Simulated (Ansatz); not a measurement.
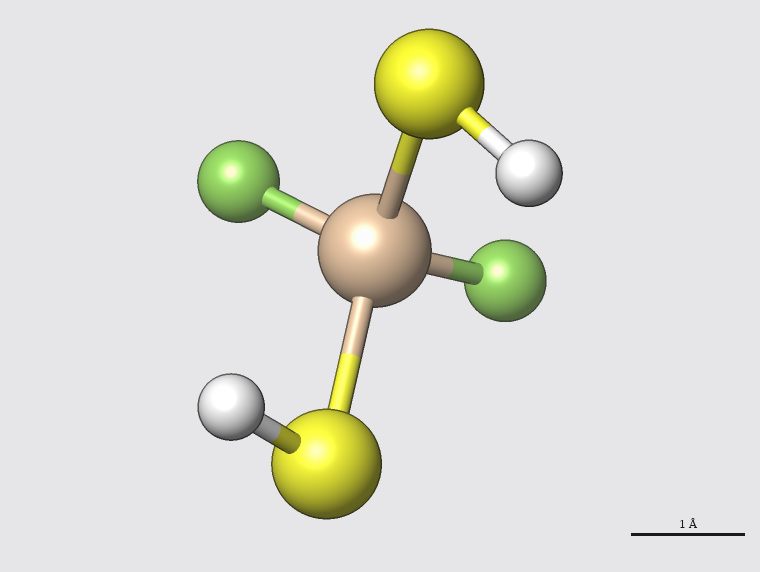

A ball-and-stick model of a molecule. Colours: silicon light orange, sulfur yellow, hydrogen white, fluorine green.

The geometry was computed by an optimisation with PBE0-D4/def2-TZVP.

> Count the atoms of each element.

F2H2S2Si, 7 atoms: 2 fluorine, 2 hydrogen, 2 sulfur and 1 silicon.

> How many atoms are distinct by symmetry?

4: 1 Si, 2 S, 2 H, 2 F.

> Which point group does it belong to?

C2.

> Count the bonded pairs by element.

2 S–Si, 2 F–Si, 2 S–H. Sticks follow a distance rule.

More results for the same structure follow; atom numbers are the same in all pictures, views and colours differ.

### Geometry

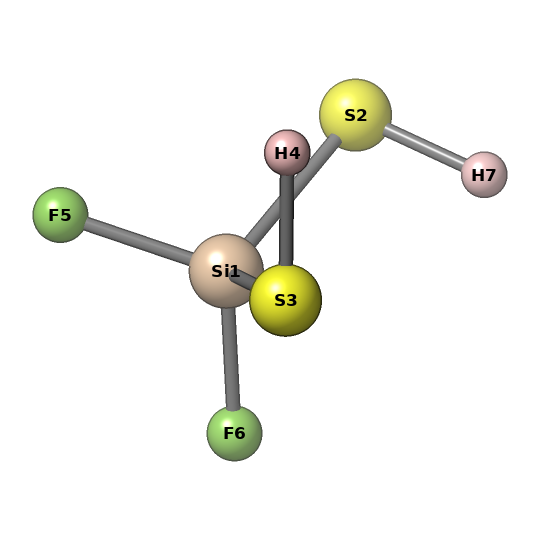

Si1 lies behind S3. The molecule seen a little off the S3–Si1 bond, S3 in front. Distant atoms are faded towards the background colour.

> What is the torsion angle H4–S3–Si1–S2? The sign is positive where the front bond must turn clockwise to cover the back bond.

49°, synclinal (gauche).

### Charges

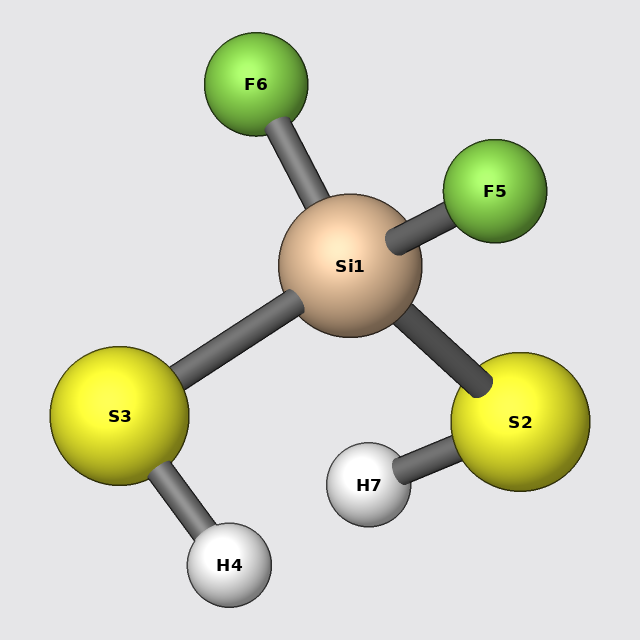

The questions are on Mulliken charges. Method: RKS PBE0-D4/def2-TZVP (Ansatz 0.2.0).

Give the Mulliken charges atom by atom.

```csv
atom,value (e)
Si1,0.73
S2,−0.27
S3,−0.27
H4,0.19
F5,−0.27
F6,−0.27
H7,0.19
```

### Electronic properties

Method: RKS BLYP-D4/def2-TZVPP (Ansatz 0.2.0).

> Give the dispersion correction at this level.

−46.4 kJ/mol.

### Dipole moment

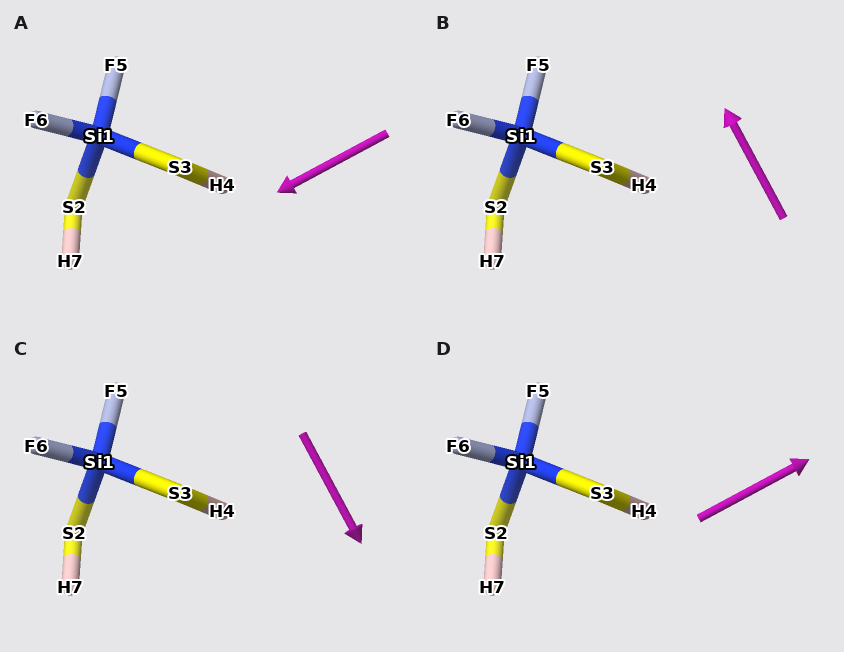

The same molecule four times, each with an arrow. Method: RKS PBE0-D4/def2-TZVP (Ansatz 0.2.0).

> Which arrow points along the dipole moment, from the negative to the positive end?

C. The dipole moment is 2.15 D; it points from the side of F5, F6 to the side of H4, H7 (the outermost atoms at the two ends).

Mulliken values depend strongly on the basis set and can even reverse the polarity of a bond.
